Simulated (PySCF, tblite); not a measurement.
**C₆H₁₁FO₂Si: geometry, infrared bands and NMR shifts**

Aim: predict the infrared bands and NMR shifts of C₆H₁₁FO₂Si (`CO[Si@@H](F)[C@@H]1C[C@@H]1CC=O`).

Programs: tblite 0.8.0 and PySCF 2.14.0, with density-fitted response routines of our own. Each step states its level of theory. These are calculated values for one molecule in the gas phase, unless marked as measured. Atoms count from 0, in the outputs and in this text.

## Step 1: The molecule as given

21 atoms, charge 0, multiplicity 1; geometry from: force field or distance geometry start.

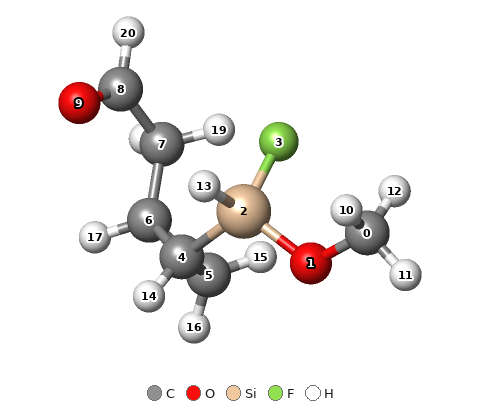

The starting geometry (carbon grey, oxygen red, silicon light orange, fluorine green, hydrogen white), atoms numbered; sticks join atoms by distance.

## Step 2: Optimising the geometry with GFN2-xTB

Job settings and geometry (Å):

```
{"job": {"kind": "relax", "xc": "GFN2-xTB", "basis": "xTB"}, "charge": 0, "multiplicity": 1}
C      3.590300     0.383200    -0.483000
O      2.593500    -0.208400     0.335200
Si     1.110400     0.506900     0.425900
F      0.594400     0.726700    -1.095200
C     -0.151300    -0.540900     1.337000
C     -0.627100    -1.840200     0.725300
C     -1.596500    -0.698800     0.906900
C     -2.231000    -0.078700    -0.295100
C     -2.580900     1.373600    -0.135700
O     -2.377300     2.038100     0.878800
H      3.808600     1.404900    -0.156600
H      4.495200    -0.209000    -0.400800
H      3.267500     0.386800    -1.523600
H      1.257000     1.839600     1.052300
H      0.044200    -0.533300     2.397900
H     -0.318400    -2.105900    -0.266500
H     -0.714400    -2.693600     1.390500
H     -2.319800    -0.789800     1.720500
H     -3.174600    -0.609600    -0.502500
H     -1.607900    -0.180700    -1.186500
H     -3.070700     1.845900    -1.011200
```

The run is started by

```
$ OMP_NUM_THREADS=1 python probes_run.py task.json out
```

One launch serves the whole session: the jobs run in the order shown.

**Question.** This job is followed by: GFN2-xTB harmonic vibrations, gas phase; GIAO PBE0/pcSseg-1 NMR shielding, non-relativistic, gas phase. What will the session give for the following? strongest single infrared mode (GFN2-xTB); zero-point energy (GFN2-xTB); 13C shifts against TMS (PBE0/pcSseg-1); 1H shifts against TMS (PBE0/pcSseg-1, means over atoms taken as alike); 17O shifts against H2O (PBE0/pcSseg-1); 29Si shifts against TMS (PBE0/pcSseg-1); 19F shifts against CFCl3 (PBE0/pcSseg-1); surface potential, least and greatest.

**Answer**, as computed:

```
                                                              quantity                                                      value
                             strongest single infrared mode (GFN2-xTB)                                      1791 cm⁻¹, 262 km/mol
                                          zero-point energy (GFN2-xTB)                                             100.3 kcal/mol
                                13C shifts against TMS (PBE0/pcSseg-1)                      207.9, 52.6, 52.4, 10.2, 8.1, 6.3 ppm
1H shifts against TMS (PBE0/pcSseg-1, means over atoms taken as alike)  10.14, 4.70, 3.98, 3.04, 1.93, 0.97, 0.79, 0.29, 0.11 ppm
                                17O shifts against H2O (PBE0/pcSseg-1)                                            700.2, 37.5 ppm
                               29Si shifts against TMS (PBE0/pcSseg-1)                                                  -13.9 ppm
                              19F shifts against CFCl3 (PBE0/pcSseg-1)                                                 -161.2 ppm
                                 surface potential, least and greatest                                         -1.56 V and 1.06 V
```

What this shows: Over 160 steps the energy fell by 0.262 eV; of the close pairs, O1–Si2 changed most, 1.649 to 1.611 Å. No mode is imaginary among the 57: a minimum at this level. The strongest single mode, at 1791 cm⁻¹, moves mainly C8 and O9. GFN2-xTB is a fitted tight-binding method: band positions and strengths are rough. Its intensities can rank the bands wrongly. The most deshielded carbon is C8 (aldehyde carbonyl carbon), at 207.9 ppm: the double bond to the heteroatom, with no lone-pair donor beside it, deshields it most. H20 (hydrogen on an aldehyde carbonyl carbon) lies farthest downfield among hydrogen, at 10.14 ppm; the C=O anisotropy and electron withdrawal place aldehyde protons far downfield. At PBE0/pcSseg-1: The largest span, 1396 ppm, is at O9, where the paramagnetic term is -769 ppm. By nearest atom (PBE0/pcSseg-1), the HOMO sits on O9 55 %; H20 14 % and the LUMO on C8 44 %; O9 33 %.
